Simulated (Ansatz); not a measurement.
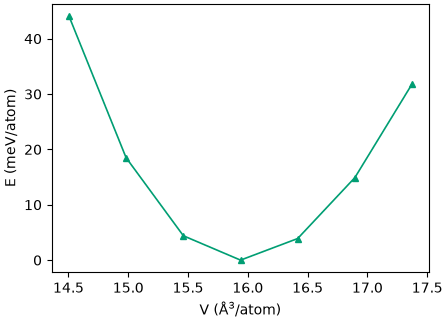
Fig. 1. Al in space group P6_3/mmc (No. 194; Al on 4f, Al on 2b, Al on 4f, Al on 2a) under volume change, r²SCAN (plane waves, PAW; program Ansatz), shape and atoms relaxed at each volume.

Q: What does a third-order Birch–Murnaghan fit give for V₀, B₀ and B′?

A: V₀ = 15.94 Å³/atom, B₀ = 92.1 GPa, B′ = 4.4.

The start of the workflow was typed in or built on a structure type; the Crystallography Open Database copy checked does not list it. It is not the phase usual at ambient conditions (space group No. 225). The cell was relaxed with r²SCAN under the symmetry of its start; its stability against distortions is not shown here.

Potentials: the later of the program's two PAW sets.
